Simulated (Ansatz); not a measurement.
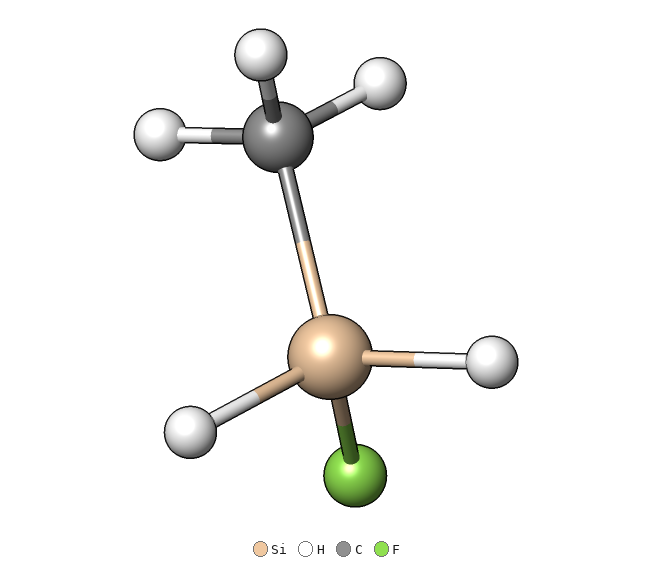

Sticks follow a distance rule. Harmonic vibrations computed with RKS PBE0-D4/def2-TZVP (Ansatz 0.2.0) at a stationary point of the same level.

> How many imaginary frequencies does it have?

A minimum: no imaginary frequency, and the lowest mode lies at 160 cm⁻¹.

> How many vibrational modes are there, and where do they lie?

18 modes: 160, 244, 501, 683, 732, 766, 864, 880, 953, 973, 1281, 1443, 1448, 2235, 2235, 3051, 3134, 3144 cm⁻¹.
